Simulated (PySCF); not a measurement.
SMILES O[SiH2]F (H3FOSi) at its PBE/def2-SVP optimised geometry (Å):

```
6

O      0.9073    -0.4324     0.0000
Si    -0.7575    -0.4324     0.0000
F     -1.3392     1.0987     0.0000
H      1.3392    -0.1421     0.8219
H     -1.3232    -1.0899     1.2257
H     -1.1649    -1.0987    -1.2711
```

Level of theory: PBE/def2-TZVP run with PySCF.

Map of the LUMO amplitude (bohr^(-3/2)) on the plane z = 1.0 Å; orbital energy -0.64 eV, overall sign arbitrary:

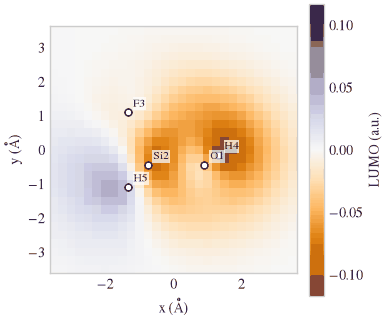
Fig. 1. LUMO amplitude (bohr^(-3/2)) on the plane z = 1.0 Å.
